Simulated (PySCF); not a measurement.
## A study: AlCl3, SMILES `Cl[Al](Cl)Cl`

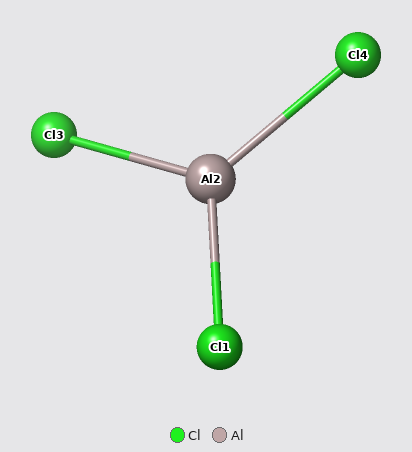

The molecule, with its atoms numbered as below. No frequency check shows the geometry to be a minimum.

Cartesian coordinates (Å):

```
Cl1      1.0151    1.7579    0.0000
Al2     -0.0002    0.0000    0.0000
Cl3      1.0149   -1.7580    0.0000
Cl4     -2.0298    0.0001    0.0000
```

### 1. Bonding charge

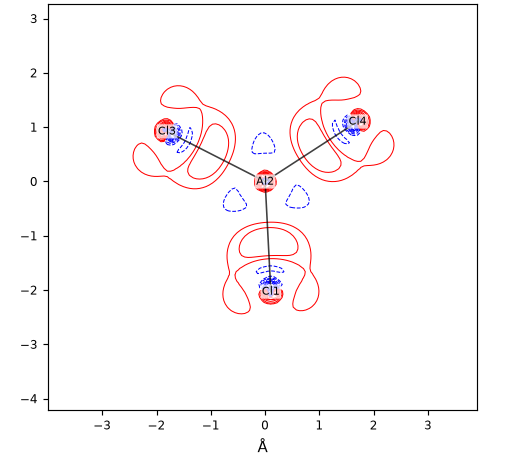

Deformation density (molecule less spherical, spin-averaged free atoms) in the molecular plane; contours at ±0.05 to ±0.8 e/Å³; solid red lines: gain, dashed blue lines: loss.

Computed with PySCF, ωB97X/def2-SVPD, geometry: GFN2-xTB.

Describe the bonding that the map shows.

Answer. Al2–Cl4, Cl1–Al2 and Al2–Cl3: +0.06 e/Å³ at the bond critical point (bond length 2.03 Å). In all, 1.0 electrons gather in the regions of gain relative to the promolecule. A small or negative value marks a very polar bond, one between electron-rich atoms, whose free-atom densities already overlap strongly, a long bond to a heavier atom, or a closed-shell contact such as a hydrogen bond.

### 2. Electrostatic potential

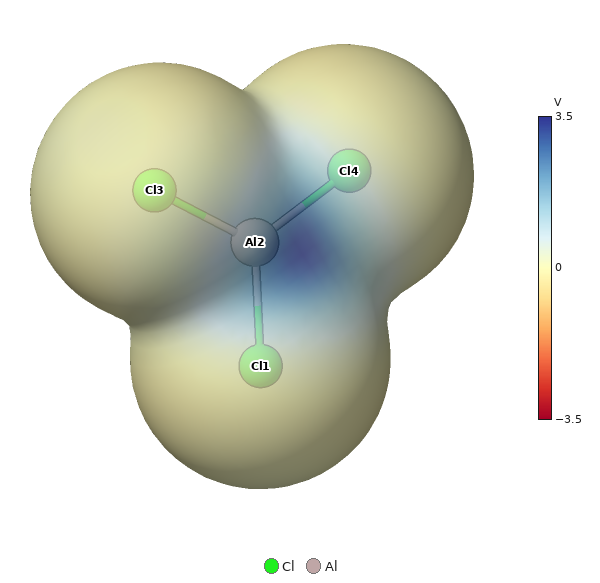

Electrostatic potential on the surface of electron density 0.001 a.u.

Where are the extremes of the potential on the surface?

Answer. Highest: 3.40 V, off the molecular plane, over Al2 (1.8 Å), and at like points elsewhere. Further maxima include 0.09 V, 2.0 Å from Cl4, and at like points elsewhere. Lowest: −0.26 V, 2.1 Å from Cl1, and at like points elsewhere. The surface is sampled at points, so like sites can differ by a few per cent and only the strongest of them is named.

Does Cl4 carry a σ-hole?

Answer. Yes: a local maximum of +0.09 V lies on the extension of the Al2–Cl4 bond.

### 3. Removing or adding an electron

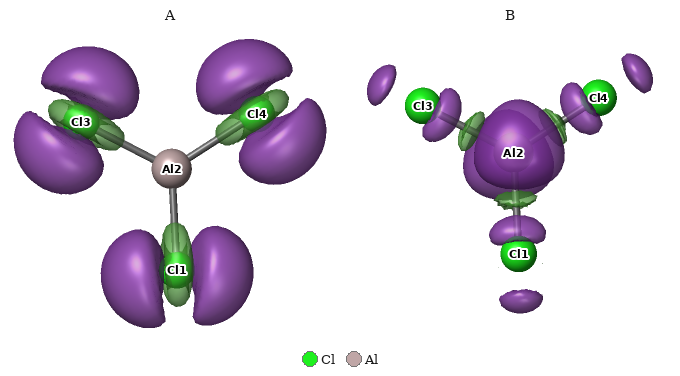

The two Fukui functions at ±0.015 e/Å³ (purple positive, green negative).

Computed with PySCF, TPSSh/def2-SVPD, geometry: GFN2-xTB.

Which panel is f⁻ (electron removed) and which f⁺ (electron added)?

Answer. A is f⁻, B is f⁺. f⁻ (Hirshfeld-condensed) is largest on Cl1, Cl3 and Cl4 (0.30 each); the vertical ionisation energy is 11.30 eV. f⁺ (Hirshfeld-condensed) is largest on Al2 (0.45); the vertical electron affinity is −0.05 eV (the stability of the anion's solution wasn't checked; negative: at this level and geometry the extra electron isn't bound, and the finite basis holds it).

What chemical potential and hardness follow from the two energies?

Answer. μ = −(I + A)/2 = −5.63 eV and η = I − A = 11.35 eV.

### 4. Localised orbitals

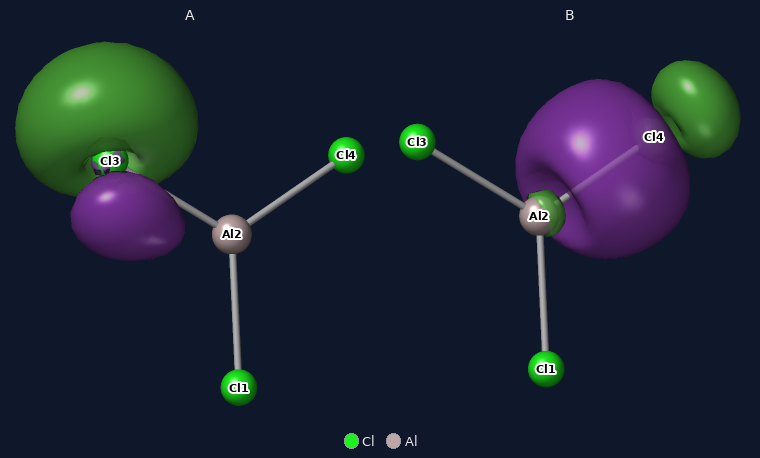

Foster–Boys orbitals, occupied; each surface holds about 85 % of the orbital's density. Energies are diagonal elements of the Fock matrix.

Computed with PySCF, CAM-B3LYP/6-31G*, geometry: GFN2-xTB.

What does each orbital represent in a Lewis picture?

Answer. By panel:
- A: lone pair on Cl3 (sp2.6-type) (Cl3 96 %, Al2 4 %; −14.8 eV)
- B: σ bond Cl4–Al2 (Cl4 76 %, Al2 24 %; −17.2 eV)

How do all the valence pairs divide up?

Answer. 12 pairs: 9 lone pairs and 3 σ bonds.

The PySCF runs shown took 3.5 s, 120 s and 2.5 s on 1 thread of AMD EPYC 9R45 96-Core Processor (Zen 5) (shared host).
